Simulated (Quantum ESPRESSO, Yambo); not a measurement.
# Excitons of KI (Fm-3m) on ever denser meshes, part 2 of 4

Wanted: excitons and ε₂ of KI (Fm-3m), with cost.

Quantum ESPRESSO 7.5 and Yambo 5.3.0; PBE and many-body steps on it, plane waves. Known limits of the many-body steps: not at the basis limit; no spin-orbit coupling; bindings not settled in the k mesh.

So far. Step 4 (Screening and self-energy, 4×4×4 mesh, 147 bands …): The gap on the mesh goes from 3.97 eV to 6.02 eV, a correction of +2.06 eV. Step 5 (Empty states on the mesh, 4×4×4 mesh, 37 bands): On this mesh the gap is 3.968 eV.

## Step 7: Excitons

Light makes an electron and a hole together. The Bethe-Salpeter equation adds their screened attraction and their exchange, in a window of bands around the gap.

This step: Bethe-Salpeter equation on PBE with a scissors shift, plane waves, norm-conserving pseudopotentials.

bse3.in

```
optics
bss
bse
em1s
dipoles
rim_cut
RandQpts= 1000000
RandGvec= 1 RL
Chimod= "HARTREE"
BSKmod= "SEX"
BSEmod= "resonant"
BSSmod= "d"
BSENGexx= 20 Ry
BSENGBlk= 4 Ry
% BSEQptR
 1 | 1 |
%
% BSEBands
 15 | 21 |
%
% BEnRange
 0 | 8 | eV
%
% BDmRange
 0.1 | 0.1 | eV
%
BEnSteps= 161
% BLongDir
 1 | 0 | 0 |
%
% BndsRnXs
 11 | 37 |
%
NGsBlkXs= 4 Ry
% LongDrXs
 1 | 1 | 1 |
%
% KfnQP_E
 2.057 | 1.0 | 1.0 |
%
WRbsWF
FFTGvecs= 34 Ry
```

The run is started by

```sh
> OMP_NUM_THREADS=1 mpirun -n 4 yambo -F bse3.in -J bse3 -C bse3 > bse3.log
```

The program printed:

```text
 Yambo, version 5.3.0

 [02] CORE Variables Setup
 =========================

  [... cell, symmetries and grids as in the set-up ...]

  [02.05] Energies & Occupations
  ==============================

  [X] === General ===
  [X] Electronic Temperature                        :  0.000000  0.000000 [eV K]
  [X] Bosonic    Temperature                        :  0.000000  0.000000 [eV K]
  [X] Finite Temperature mode                       : no
  [X] El. density                                   :  0.38557E+24 [cm-3]
  [X] Fermi Level                                   :  2.834745 [eV]

  [X] === Gaps and Widths ===
  [X] Conduction Band Min                           :  3.967596 [eV]
  [X] Valence Band Max                              :  0.000000 [eV]
  [X] Filled Bands                                  :  17
  [X] Empty Bands                                   :   18   37
  [X] Direct Gap                                    :  3.967596 [eV]
  [X] Direct Gap localized at k                     :  1
  [X] Indirect Gap                                  :  3.967596 [eV]
  [X] Indirect Gap between kpts                     :  1  1
  [X] Last valence band width                       :  0.596217 [eV]
  [X] 1st conduction band width                     :  2.515618 [eV]

 [03] Transferred momenta grid and indexing
 ==========================================

 [BZ sampling] Q-grid is User defined and/or read from the database

 IBZ Q-points                                      :   8
 BZ  Q-points                                      :   64

 K/Q-points units:
 rlu = crystal or reduced units; cc = cartesian coordinates; iku = interal k-units

 Q [1]          [rlu]:  0.000000  0.000000  0.000000
 Q [2]          [rlu]: -0.66843E-18 -0.66843E-18  0.25000
 Q [3]          [rlu]:  0.13369E-17  0.13369E-17 -0.50000
 Q [4]          [rlu]: -0.20426E-17  0.25000      0.25000
 Q [5]          [rlu]:  0.31425E-16  0.25000      0.50000
 Q [6]          [rlu]:  0.13369E-17  0.25000     -0.25000
 Q [7]          [rlu]:  0.40852E-17 -0.50000     -0.50000
 Q [8]          [rlu]:  0.250000 -0.500000 -0.250000

  [03.01] X + BSE indexes
  =======================

   [03.01.01] Sigma indexes
   ========================

 [04] Coloumb potential Random Integration (RIM)
 ===============================================

  [04.01] RIM initialization
  ==========================

  * Diagonal components only detected *

  8 x (sBL volume)        :  0.052104 [a.u.]
  sBZ random points       :  1000000
  Points outside the sBZ  :   7968281
  RL volume               :  0.416836 [a.u.]
  Integrated volume       :  0.418495 [a.u.]

  [04.02] RIM integrals
  =====================

  Gamma point sphere radius             :  0.067750 [a.u.]
  Points outside the sphere             :   800476
  [Int_sBZ(q=0) 1/q^2]*(Vol_sBZ)^(-1/3) =:  7.776341
                                 should be <:  7.795600

  Summary of Coulomb integrals for non-metallic bands |Q|[au] RIM/Bare

  Q [1] 0.100000E-4 0.997530 * Q [2] 0.203768 1.068480
  Q [4] 0.235291 1.066792 * Q [6] 0.332752 1.029814
  Q [5] 0.390186 1.022655 * Q [3] 0.407536 1.020683
  Q [7] 0.470582 1.017590 * Q [8] 0.526126 1.014612

 [WARNING] [BS] User bands 15-21 break level degeneracy

 [05] External/Internal QP corrections
 =====================================

 [QP_apply] Action to be applied: USER defined scissor

  [05.01]  QP corrections report
  ==============================

  [K+QP] === General ===
  [K+QP] Electronic Temperature                     :  0.000000  0.000000 [eV K]
  [K+QP] Bosonic    Temperature                     :  0.000000  0.000000 [eV K]
  [K+QP] Finite Temperature mode                    : no
  [K+QP] El. density                                :  0.38557E+24 [cm-3]
  [K+QP] Fermi Level                                :  0.000000 [eV]

  [K+QP] === Gaps and Widths ===
  [K+QP] Conduction Band Min                        :  6.024596 [eV]
  [K+QP] Valence Band Max                           :  0.000000 [eV]
[...]
[K+QP] Direct Gap localized at k                  :  1
  [K+QP] Indirect Gap                               :  6.024596 [eV]
  [K+QP] Indirect Gap between kpts                  :  1  1
  [K+QP] Last valence band width                    :  0.596217 [eV]
  [K+QP] 1st conduction band width                  :  2.515618 [eV]

  [coarse-grid] Minimum Bare Gap        [ev]:  3.967596
  [coarse-grid] Minimum Gap Correction  [ev]:  2.057000

  Eqp @ K [1]
  -173.4182 -120.2763 -120.2763 -120.2763  -42.6651  -42.6651  -42.6562  -42.6562
   -42.6562     -28.4947     -11.9819     -11.9819     -11.9819     -10.5174    -0.214670E-6 -0.122461E-6
    0.00000   6.02460   8.58031   8.58031   8.58031   9.30100   9.30100  11.84998
   14.76061  14.76061  14.76061  15.06767  15.06767  15.06767  17.10319  17.10321
   19.26838  21.46229  21.46231  21.46246  21.69056
  Eqp @ K [2]
  -173.4182 -120.2764 -120.2764 -120.2764  -42.6715  -42.6715  -42.6641  -42.6604
  -42.66041 -28.49364 -12.06074 -11.98300 -11.98300 -10.37513  -0.75572  -0.17544
[...]
18.49640  18.88608  18.88609  21.91241  22.04351
  Eqp @ K [3]
[...]
19.32177  19.60302  20.74288  20.74288  21.77697
  Eqp @ K [4]
[...]
18.71640  19.21053  19.21055  19.47323  22.05321
  Eqp @ K [5]
[...]
18.77610  18.79741  19.65594  19.99506  20.78307
  [... 2 further k-points ...]
  Eqp @ K [8]
[...]
-42.66370 -28.49193 -12.03255 -12.01350 -12.01350 -10.31715  -0.72315  -0.72315
   -0.59622   8.54021   8.54021   8.71824  10.24756  10.91354  11.66588  12.03225
   12.39971  12.39971  14.26519  14.65831  14.65831  17.23349  18.02427  18.33661
   18.33661  19.21301  19.21301  19.68296  19.78895

 [06] Dipoles
 ============

  [06.01] Setup: observables and procedures
  =========================================

  [WARNING] [r,Vnl^pseudo] included in position and velocity dipoles.

  [WARNING] In case H contains other non local terms, these are neglected

 [07] Static Dielectric Matrix
 =============================

 [WR./bse3//ndb.em1s]------------------------------------------------------------
  Brillouin Zone Q/K grids (IBZ/BZ)                :    8   64    8   64
  RL vectors                                       :  2085 [WF]
  Coulomb cutoff potential                         : none
  Electronic Temperature                           :  0.000000 [K]
  Bosonic    Temperature                           :  0.000000 [K]
  Static diel. fun.  energies                      : Perdew, Burke & Ernzerhof(X)+Perdew, Burke & Ernzerhof(C)
  wavefunctions                                    : Perdew, Burke & Ernzerhof(X)+Perdew, Burke & Ernzerhof(C)
  Global Gauge                                     : length
  X matrix size                                    :   89
  X band range                                     :   11   37
  X e/h energy range                               : -1.000000 -1.000000 [eV]
  X Time ordering                                  : T
  X Hxc Kernel                                     : HARTREE
  X Drude frequency                                :  0.000000  0.000000
  X poles                                          :  100.0000 [o/o]
  RL vectors in the sum                            :  2085
  [r,Vnl] included                                 : yes
  Field direction                                  :  0.577350E-5  0.577350E-5  0.577350E-5
  BZ energy Double Grid                            : no
  BZ energy DbGd points                            : 0
  BZ Q point size factor                           : -1.000000
  X Optical Averaged directions                    : none

 [08] Bethe Salpeter Equation driver
 ===================================

  [08.01] Bethe Salpeter Equation @q1
  ===================================

   [08.01.01] Transition pre-analysis @q1
   ======================================

   [08.01.02] Transition Groups build-up @q1
   =========================================

   [BSK] Transition groups (total):  16
   [BSK] Size (resonant):   768
   [BSK]         (total):   768
   [BSK] N. of matrices :  1

   [08.01.03] Loading Dipoles @q1
   ==============================

   [08.01.04] Independent Particles properties @q1
   ===============================================

   ==========================================================

   [BSE] Exchange components :   941
   [BSE] Correlation components :    89   387

    [08.01.05.01] Screened interaction header I/O
    =============================================

    [08.01.05.02] Main kernel loop
    ==============================

    [08.01.05.03] Wave-Function Phases
    ==================================

    [BSE] WF phases found       :  39.06250 [o/o]

   [08.01.06] BSE solver(s) @q1
   ============================

   [08.01.07] Diago Solver @q1
   ===========================

 [11] Game Over & Game summary
```

It took 9.4 s on 4 MPI ranks of Arm Neoverse V1, shared host; peak memory 1.1 GiB.

This step gave:

- transitions in the window: 768
- direct gap of the transition levels: 6.025 eV
- lowest state: 5.154 eV
- first strong exciton (over a fiftieth of the strongest listed): 5.154 eV
- binding of the lowest state below the direct gap: 0.8703 eV
- Coulomb term of one mesh cell: 0.8732 eV

The binding is 1.00 times the screened Coulomb term of one mesh cell (0.87 eV), so it is not shown settled.

The lowest state lies at 5.154 eV, 0.870 eV under the direct gap.

Lines within 3 meV are set at the lowest of them, and the highest group, which the list may cut short, is left out; lines within 3 meV are set at the lowest of them, and the highest group, which the list may cut short, is left out. Lines of the exciton spectrum (strongest = 100):

```csv
position (eV),lines merged,"strength, relative"
5.154,3,47
6.034,3,100
6.246,3,0.0
6.450,1,0.0
6.455,4,28
6.482,3,0.0
6.502,2,0.0
```

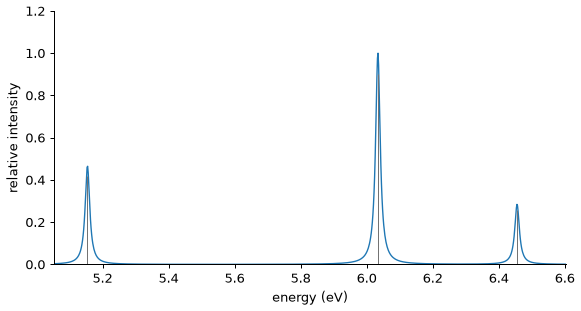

The exciton spectrum, broadened with Lorentzians of width 0.017 eV; bars mark the lines.

The ε₂ has structure finer than the step of the table below, so its rows give means over 0.25 eV, whole bins alone (the curve runs from 0 to 8 eV). Peaks (eV: height): BSE 5.150: 6.63, 6.050: 13.8, 6.450: 4.95, 6.950: 4.33; no electron-hole interaction 6.050: 1.28, 7.300: 5.44.

Field along x; broadening 0.1 eV; transition window only. Limits: finite bands, cutoff and mesh; no spin-orbit coupling; exciton not shown settled in the k mesh. The ε₂ by photon energy; means over each step:

```csv
photon energy (eV),BSE,no electron-hole interaction
0.25,0.0127,0.00774
0.50,0.0138,0.00823
0.75,0.0150,0.00878
1.00,0.0164,0.00939
1.25,0.0181,0.0101
1.50,0.0200,0.0108
1.75,0.0223,0.0117
2.00,0.0250,0.0126
2.25,0.0283,0.0137
2.50,0.0323,0.0149
2.75,0.0373,0.0163
3.00,0.0438,0.0179
3.25,0.0523,0.0198
3.50,0.0640,0.0221
3.75,0.0808,0.0248
4.00,0.107,0.0281
4.25,0.152,0.0323
4.50,0.246,0.0376
4.75,0.537,0.0448
5.00,2.65,0.0552
5.25,3.89,0.0723
5.50,1.16,0.109
5.75,2.17,0.256
6.00,9.76,0.966
6.25,4.35,0.398
6.50,3.66,0.252
6.75,2.25,0.357
7.00,3.24,0.857
7.25,2.74,3.84
7.50,1.97,4.06
7.75,1.77,3.72
```

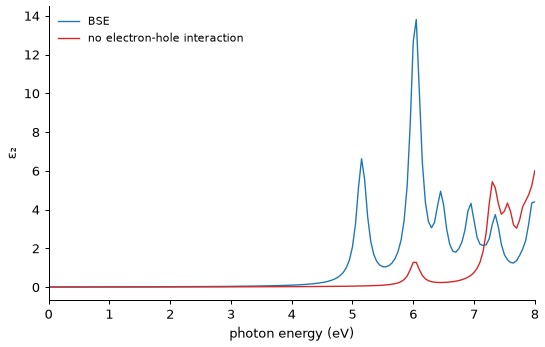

ε₂, plotted against photon energy.

The program warns that the window of bands cuts a degenerate level, which breaks the symmetry of states and spectrum.

## Step 8: Triplet (no exchange term)

bse4.in, as its differences from bse3.in of step 7:

```diff
@@ -12,3 +12,3 @@
 BSSmod= "d"
-BSENGexx= 20 Ry
+BSENGexx= 1 RL
 BSENGBlk= 4 Ry
```

The run is started by

```sh
> OMP_NUM_THREADS=1 mpirun -n 4 yambo -F bse4.in -J bse4,bse3_W -C bse4 > bse4.log
```

The program printed:

```text
 Yambo, version 5.3.0

 [02] CORE Variables Setup
 =========================

  [... cell, symmetries and grids as in the set-up ...]

  [02.05] Energies & Occupations
  ==============================

  [X] === General ===
  [X] Electronic Temperature                        :  0.000000  0.000000 [eV K]
  [X] Bosonic    Temperature                        :  0.000000  0.000000 [eV K]
  [X] Finite Temperature mode                       : no
  [X] El. density                                   :  0.38557E+24 [cm-3]
  [X] Fermi Level                                   :  2.834745 [eV]

  [X] === Gaps and Widths ===
  [X] Conduction Band Min                           :  3.967596 [eV]
  [X] Valence Band Max                              :  0.000000 [eV]
  [X] Filled Bands                                  :  17
  [X] Empty Bands                                   :   18   37
  [X] Direct Gap                                    :  3.967596 [eV]
  [X] Direct Gap localized at k                     :  1
  [X] Indirect Gap                                  :  3.967596 [eV]
  [X] Indirect Gap between kpts                     :  1  1
  [X] Last valence band width                       :  0.596217 [eV]
  [X] 1st conduction band width                     :  2.515618 [eV]

 [03] Transferred momenta grid and indexing
 ==========================================

 IBZ Q-points                                      :   8
 BZ  Q-points                                      :   64

 K/Q-points units:
 rlu = crystal or reduced units; cc = cartesian coordinates; iku = interal k-units

 Q [1]          [rlu]:  0.000000  0.000000  0.000000
 Q [2]          [rlu]: -0.66843E-18 -0.66843E-18  0.25000
 Q [3]          [rlu]:  0.13369E-17  0.13369E-17 -0.50000
[...]
[K+QP] Direct Gap localized at k                  :  1
  [K+QP] Indirect Gap                               :  6.024596 [eV]
  [K+QP] Indirect Gap between kpts                  :  1  1
  [K+QP] Last valence band width                    :  0.596217 [eV]
  [K+QP] 1st conduction band width                  :  2.515618 [eV]

  [coarse-grid] Minimum Bare Gap        [ev]:  3.967596
  [coarse-grid] Minimum Gap Correction  [ev]:  2.057000

  Eqp @ K [1]
  -173.4182 -120.2763 -120.2763 -120.2763  -42.6651  -42.6651  -42.6562  -42.6562
   -42.6562     -28.4947     -11.9819     -11.9819     -11.9819     -10.5174    -0.214670E-6 -0.122461E-6
    0.00000   6.02460   8.58031   8.58031   8.58031   9.30100   9.30100  11.84998
[...]
19.26838  21.46229  21.46231  21.46246  21.69056
  Eqp @ K [2]
[...]
18.49640  18.88608  18.88609  21.91241  22.04351
  Eqp @ K [3]
[...]
19.32177  19.60302  20.74288  20.74288  21.77697
  Eqp @ K [4]
[...]
18.71640  19.21053  19.21055  19.47323  22.05321
  Eqp @ K [5]
[...]
18.77610  18.79741  19.65594  19.99506  20.78307
  [... 2 further k-points ...]
  Eqp @ K [8]
[...]
-0.59622   8.54021   8.54021   8.71824  10.24756  10.91354  11.66588  12.03225
   12.39971  12.39971  14.26519  14.65831  14.65831  17.23349  18.02427  18.33661
   18.33661  19.21301  19.21301  19.68296  19.78895

 [06] Dipoles
 ============

  [06.01] Setup: observables and procedures
  =========================================

  [WARNING] [r,Vnl^pseudo] included in position and velocity dipoles.

  [WARNING] In case H contains other non local terms, these are neglected

 [07] Static Dielectric Matrix
 =============================

    [08.01.05.02] Main kernel loop
    ==============================

    [08.01.05.03] Wave-Function Phases
    ==================================

    [BSE] WF phases found       :  39.06250 [o/o]

   [08.01.06] BSE solver(s) @q1
   ============================

   [08.01.07] Diago Solver @q1
   ===========================

 [11] Game Over & Game summary
```

Run time: 4.6 s. Hardware: 4 MPI ranks; peak memory 1.1 GiB; 18 s of CPU time.

The lowest triplet lies at 5.100 eV; without spin-orbit coupling triplets are dark, so no spectrum is read.

The program warns that the window of bands cuts a degenerate level, which breaks the symmetry of states and spectrum.

## Step 9: Empty states on the mesh, 6×6×6 mesh, 37 bands

This step: Quantum ESPRESSO 7.5; DFT, PBE, plane waves, norm-conserving pseudopotentials.

pw.in

```
&control
  calculation = 'nscf'
  prefix = 'x'
  outdir = 'o'
  pseudo_dir = 'pseudo'
/
&system
  ibrav = 0
  nat = 2
  ntyp = 2
  ecutwfc = 76.0
  nbnd = 37
  force_symmorphic = .true.
/
&electrons
  conv_thr = 1e-9
  electron_maxstep = 80
  diago_full_acc = .true.
  diago_thr_init = 5e-6
/
ATOMIC_SPECIES
  K 39.098 K.upf
  I 126.9 I.upf
CELL_PARAMETERS angstrom
  0.0000000000 3.5327750000 3.5327750000
  3.5327750000 0.0000000000 3.5327750000
  3.5327750000 3.5327750000 -0.0000000000
ATOMIC_POSITIONS crystal
  K 0.0000000000 0.0000000000 0.0000000000
  I 0.5000000000 0.5000000000 0.5000000000
K_POINTS automatic
  6 6 6 0 0 0
```

The run is started by

```sh
> OMP_NUM_THREADS=1 mpirun -n 4 pw.x -nk 4 -in pw.in > pw.out
```

The program printed:

```text
[banner, memory and clock lines left out]
Program PWSCF v.7.5 starts

     Atomic positions and unit cell read from directory:
     o/x.save/

     Message from routine setup:
     using ibrav=0 with symmetry is DISCOURAGED, use correct ibrav instead

     G-vector sticks info

     bravais-lattice index     =            0
     lattice parameter (alat)  =       9.4413  a.u.
     unit-cell volume          =     595.0789 (a.u.)^3
     number of atoms/cell      =            2
     number of atomic types    =            2
     number of electrons       =        34.00
[...]
19.9092  20.5905  20.5905  21.6210  22.6331

          k = 0.2357 0.2357-0.2357 (  6634 PWs)   bands (ev):

  -170.5835-117.4417-117.4416-117.4416 -39.8338 -39.8338 -39.8314 -39.8249
[...]
2.5779   8.1956   9.8647  10.3544  10.3544  11.2227  11.2227  12.5122
    13.2987  13.2987  15.2246  15.2459  15.2459  16.8729  18.1499  19.0216
    19.0216  20.0791  20.0791  23.0426  23.4112

          k =-0.3536-0.3536 0.3536 (  6658 PWs)   bands (ev):

     [... further k-points ...]

     highest occupied, lowest unoccupied level (ev):     2.8347    6.8023

     XML data file, pseudopotentials, collected wavefunctions
```

Elapsed: 11 s, on 4 MPI ranks; peak memory 0.32 GiB; 45 s of CPU time.

This step gave:

| Item | Value |
| --- | --- |
| gap | 3.968 eV |
| k of the valence top | 0, 0, 0 |
| k of the conduction bottom | 0, 0, 0 |
| least direct gap | 3.968 eV |
| k points computed | 16 |
| lowest point of the top converged band, above the valence top | 17.71 eV |

On this mesh the gap is 3.968 eV.

## Step 10: Conversion and set-up

This step: Yambo 5.3.0; conversion and set-up on PBE, plane waves, norm-conserving pseudopotentials.

The run is started by

```sh
> (cd o/x.save; p2y > p2y.log; mv SAVE ../..); yambo > setup.log
```

The program printed:

```text
 Yambo, version 5.3.0

 [02] CORE Variables Setup
 =========================

  [02.01] Unit cells
  ==================

  Cell kind             :  FCC
  Atoms in the cell     :  K  I
  number of K  atoms    :  1
  number of I  atoms    :  1

  List of atomic masses
  Mass of K     :  39.09800
  Mass of I     :  126.9000

  List of atomic coordinates    : [cc]
  K1       :  0.000000  0.000000  0.000000  order 1
  I1       :  6.675977  6.675977  6.675977  order 2

  Alat factors          :  6.675977  6.675977  6.675977 [a.u.]
  Direct lattice volume :  595.0789 [a.u.]
[...]
Q [ 1]         [rlu]:  0.000000  0.000000  0.000000
 Q [ 2]         [rlu]: -0.42040E-17 -0.42040E-17  0.16667
 Q [ 3]         [rlu]: -0.84080E-17 -0.84080E-17  0.33333
[...]
Q [ 8]         [rlu]:  0.48071E-17  0.16667     -0.33333
 Q [ 9]         [rlu]:  0.84080E-17  0.16667     -0.16667
 Q [10]         [rlu]: -0.27235E-17  0.33333      0.33333
     [... 4 further rows ...]
 Q [15]         [rlu]:  0.166667  0.333333 -0.333333
 Q [16]         [rlu]:  0.166667 -0.500000 -0.333333

  [03.01] X indexes
  =================

   [03.01.01] Sigma indexes
   ========================

 [06] Game Over & Game summary
```

Run time: 3.9 s. Hardware: 1 MPI rank; peak memory 0.26 GiB.

(Part 2 of 4 ends here.)

[Paths, hosts, dates, memory and timing lines, banners, echoed tables and standing remarks are left out of the program output.]

[Logs are printed without paths, hosts, clocks, repeated set-up lines and the standing remarks that a program may print on its own settings, such as how far it seeks lower states.]

[Runs of the session that timed out or met a known fault of the program may be left out.]

[Hosts, paths, dates, database ids (printed as entryN), source tags and the programs' standing remarks are cut or masked in the printed files.]
